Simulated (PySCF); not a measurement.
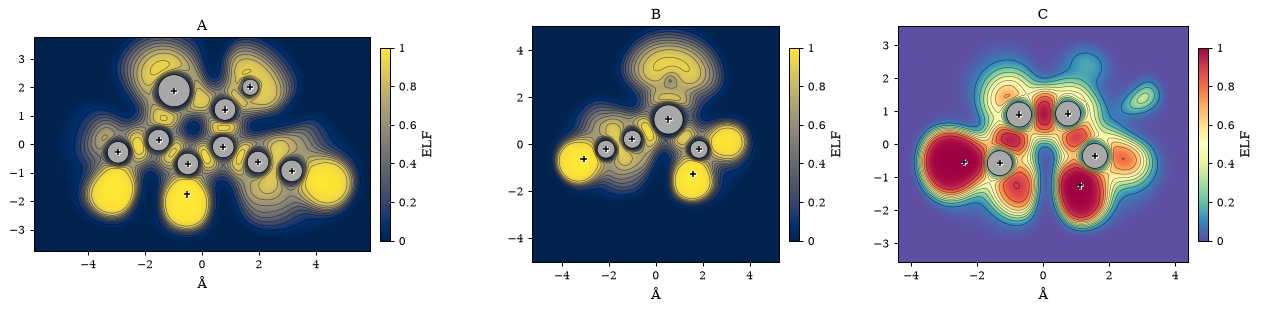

The ELF of 3 systems, each on a plane through atoms (crosses mark nuclei in the plane; grey discs cover the cores).

Theory: PySCF 2.14.0, PBE0/pcSseg-1, SCF density, gas phase, non-relativistic.

System 1: C5H9F (SMILES CCC1(F)CC1), the plane of atoms C2, C3 and C5. Geometry: GFN2-xTB, MD frame at 250 fs, 300 K.

```tsv
atom	x (Å)	y (Å)	z (Å)
C	1.7876	-0.5582	0.4809
C	1.0420	0.7280	-0.0778
C	-0.3656	0.4548	-0.4646
F	-0.5764	0.8826	-1.8288
C	-0.9977	-0.9049	-0.2190
C	-1.6179	0.3251	0.3460
H	1.2352	-1.0425	1.2297
H	2.7256	-0.2208	0.9876
H	2.0972	-1.2702	-0.2304
H	1.6730	1.1056	-0.8914
H	1.1218	1.3911	0.7683
H	-1.5615	-1.2774	-1.0910
H	-0.5297	-1.5843	0.3806
H	-1.3615	0.5291	1.3488
H	-2.4950	0.6483	-0.1616
```

System 2: C4H5PS (SMILES C#CP1(=S)CC1), the plane of atoms C2, P3 and C6. Geometry: GFN2-xTB.

```xyz
11

C     2.7185   -0.3669    0.2169
C     1.5913   -0.0075    0.0003
P     0.0593    0.7247   -0.4525
S     0.0373    2.3691   -1.4836
C    -1.1686    0.2022    0.7871
C    -1.1722   -0.6154   -0.5244
H     3.6781   -0.7341    0.4406
H    -2.0174    0.8556    0.9450
H    -0.8438   -0.3138    1.6801
H    -2.0213   -0.4642   -1.1790
H    -0.8558   -1.6471   -0.4565
```

System 3: C7H5OS (charge −1), the plane of atoms C5, C4 and H11. Geometry: GFN2-xTB, MD frame at 250 fs, 600 K.

```xyz
14

C    -2.9187    1.7399    0.1394
C    -1.8942    1.0850    0.0264
C    -0.8953    0.2267   -0.1821
C     0.4238    0.2571    0.2219
C     1.1476   -0.7952   -0.1186
C     2.6097   -0.9283    0.1434
S     0.1525   -2.0403   -0.9950
C    -1.3444   -0.8873   -0.7293
O    -2.3720   -1.1745   -1.2674
H    -3.7048    2.5113   -0.0282
H     0.7519    1.1501    0.7247
H     3.0903    0.0120    0.3996
H     3.0050   -1.6262    0.9121
H     3.0254   -1.1332   -0.8079
```

> Which map belongs to which system?

Panel A is system 3, C7H5OS: the plane holds C, S, O and H. C–O (1.19 Å): the ELF peaks at about 0.85 between the atoms: a short, multiple covalent bond. Panel B is system 2, C4H5PS: the plane holds C, P and H. C–C (1.20 Å): the ELF peaks at about 0.85 between the atoms: a multiple bond. Panel C is system 1, C5H9F: the plane holds C and H. C–C (1.49 Å): the ELF peaks at about 0.95 between the atoms: a shared electron pair.
